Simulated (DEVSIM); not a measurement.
Structure: abrupt GaSb n-p junction, at 300 K.

```
layer (left to right)  material  thickness (μm)  Nd (cm⁻³)  Na (cm⁻³)   τn (s)   τp (s)
---------------------  --------  --------------  ---------  ---------  -------  -------
1                          GaSb            11.0     5.8e15          -  8.6e-10  8.6e-10
2                          GaSb            1.80          -     3.9e16  8.6e-10  8.6e-10
```

Left contact: ohmic. Right contact: ohmic. Voltage is applied to the left contact. Recombination: SRH at mid-gap. Mobility is μmin + (μ − μmin)/(1 + (N/Nref)^α).

This is a model device: material constants are rounded textbook-type values typed into the input, and sizes, dopings and lifetimes were drawn at random. Values at 300 K.

```csv
parameter,GaSb
gap (eV),0.726
affinity (eV),4.06
permittivity,15.7
Nc (cm⁻³),2.1e17
Nv (cm⁻³),1.8e19
μn (cm²/Vs),5000
μp (cm²/Vs),850
"μn,min",1000
"μp,min",190
"Nref,n",2.8e17
"Nref,p",9e17
αn,1.05
αp,0.65
```

DEVSIM, 1D drift-diffusion, Boltzmann statistics, complete ionisation; no tunnelling, impact ionisation, image-force lowering or self-heating.

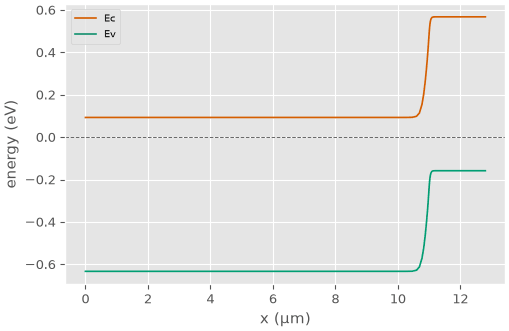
Figure: Band edges at zero bias

Energies count from the Fermi level of the right contact; mesh points crowd at the junctions.

| x (μm) | Ec (eV) | Ev (eV) | n (cm⁻³) | p (cm⁻³) | field (V/cm) |
|---|---|---|---|---|---|
| 0.000 | 0.093 | -0.633 | 5.8e15 | 4.1e8 | ≈ 0 |
| 0.03024 | 0.093 | -0.633 | 5.8e15 | 4.1e8 | ≈ 0 |
| 0.09352 | 0.093 | -0.633 | 5.8e15 | 4.1e8 | ≈ 0 |
| 0.2411 | 0.093 | -0.633 | 5.8e15 | 4.1e8 | ≈ 0 |
| 0.7387 | 0.093 | -0.633 | 5.8e15 | 4.1e8 | ≈ 0 |
| 1.696 | 0.093 | -0.633 | 5.8e15 | 4.1e8 | ≈ 0 |
| 3.698 | 0.093 | -0.633 | 5.8e15 | 4.1e8 | ≈ 0 |
| 8.256 | 0.093 | -0.633 | 5.8e15 | 4.1e8 | ≈ 0 |
| 9.745 | 0.093 | -0.633 | 5.8e15 | 4.1e8 | ≈ 0 |
| 10.46 | 0.093 | -0.633 | 5.7e15 | 4.2e8 | 94 |
| 10.77 | 0.155 | -0.571 | 5.3e14 | 4.5e9 | 7200 |
| 10.94 | 0.360 | -0.366 | 1.9e11 | 1.3e13 | 18000 |
| 10.98 | 0.452 | -0.274 | 5.3e9 | 4.5e14 | 21000 |
| 11.01 | 0.504 | -0.222 | 7.2e8 | 3.3e15 | 19000 |
| 11.07 | 0.560 | -0.166 | 8.3e7 | 2.9e16 | 3100 |
| 11.18 | 0.567 | -0.159 | 6.2e7 | 3.9e16 | 34 |
| 11.42 | 0.567 | -0.159 | 6.2e7 | 3.9e16 | ≈ 0 |
| 11.90 | 0.567 | -0.159 | 6.2e7 | 3.9e16 | ≈ 0 |
| 12.49 | 0.567 | -0.159 | 6.2e7 | 3.9e16 | ≈ 0 |
| 12.68 | 0.567 | -0.159 | 6.2e7 | 3.9e16 | ≈ 0 |
| 12.76 | 0.567 | -0.159 | 6.2e7 | 3.9e16 | ≈ 0 |
| 12.80 | 0.567 | -0.159 | 6.2e7 | 3.9e16 | ≈ 0 |
